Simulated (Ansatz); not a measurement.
BrGaH₄O₂

Input file:

```
crystal:
  periodic: [false, false, false]
  atoms:
    - { symbol: Ga, position_ang: [-0.514812, -1.178163, -0.082224] }
    - { symbol: Br, position_ang: [1.827496, -1.37172, -0.58988] }
    - { symbol: H, position_ang: [-1.406802, -1.129193, -1.3661] }
    - { symbol: H, position_ang: [-0.857388, -1.582071, 1.381071] }
    - { symbol: H, position_ang: [1.348962, 1.126483, 0.588862] }
    - { symbol: O, position_ang: [0.569103, 1.682214, 0.768738] }
    - { symbol: O, position_ang: [-0.451259, 0.996801, 0.076353] }
    - { symbol: H, position_ang: [-0.5153, 1.455748, -0.776819] }
basis:
  gaussian: { orbitals: def2-SVP }
hamiltonian:
  xc: pbe0
  dispersion: d4
relax:
  f_tol: 0.03
  max_steps: 50
output:
  orbitals: {}
```

Launched as:

```sh
ansatz run input.yaml --threads 2 --pin off --max-ram 3072MiB --backend cpu --events-out ev --progress --plain --runs-dir out
```

The fields are those of the run's last geometry, not of the input's.

All numbers below come from RKS PBE0-D4/def2-SVP in Ansatz.

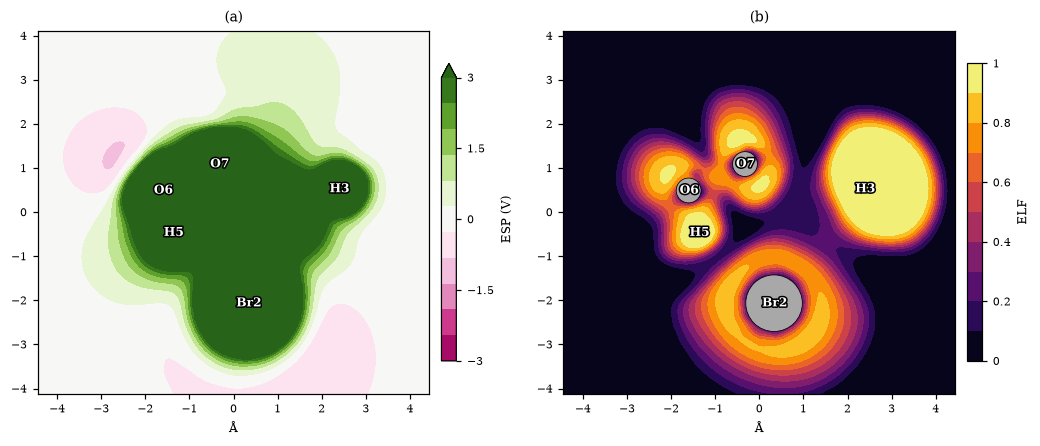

Figure 1. (a) electrostatic potential; (b) ELF on the plane of atoms H5, O6 and O7. Grey discs cover the atomic cores in the ELF map.

**Read the bonding off the picture.**

Atoms in the plane: Br, H and O. O–O (1.41 Å): the ELF peaks at about 0.80 between the atoms (a covalent bond). O–H (0.99 Å): the ELF climbs to about 1 towards the hydrogen, as it does in any bond to H; an ordinary covalent bond to hydrogen. The ELF also peaks beside Br2, O6 and O7, away from the bonds: lone-pair regions. Outside the dense part of the molecule the potential is most negative (−0.9 V) near O6.

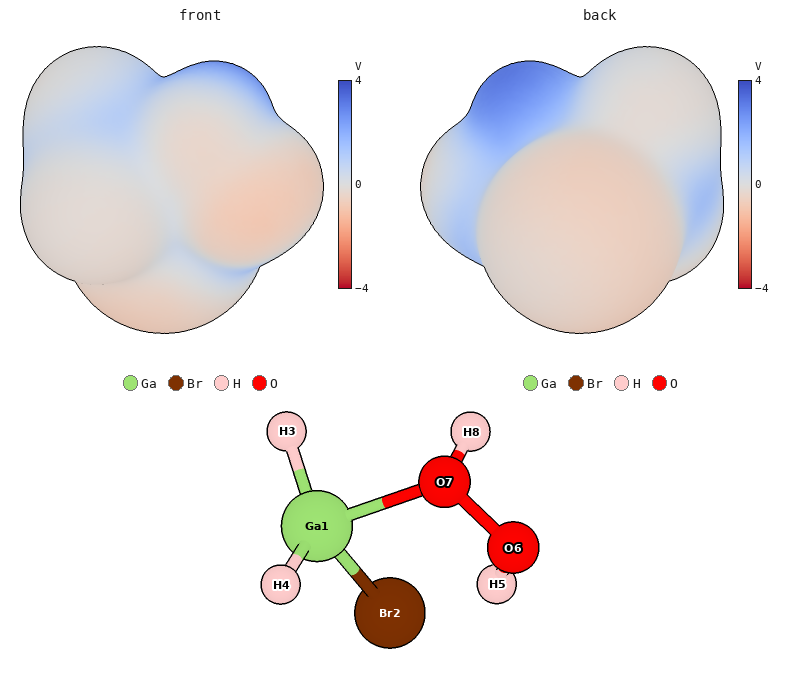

Figure 2. The molecular electrostatic potential painted on the density surface at 0.001 e/bohr³, seen from the front and from behind; red is negative and blue positive. The bare structure is drawn below in the same view.

**Describe the electrostatic potential map.**

The most negative region (about −0.8 V) lies over O6, the most positive (about +3.0 V) over H8.

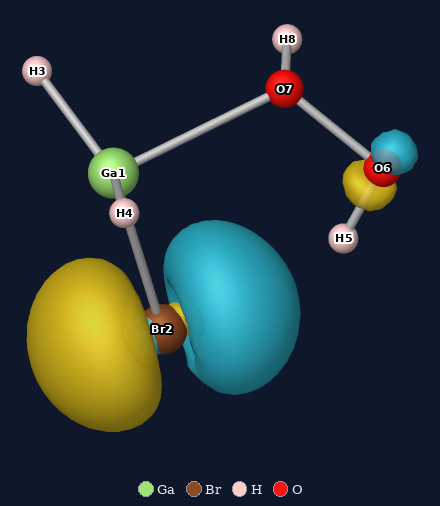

Figure 3. The HOMO−1 at ±0.2 Å⁻³ᐟ² (yellow and cyan are the two phases), seen at a tilt.

**What is the character of this orbital?**

By Hirshfeld shares it lies mainly on Br2 (about 85 %); largely a lone pair of Br2. Its energy is −8.45 eV.
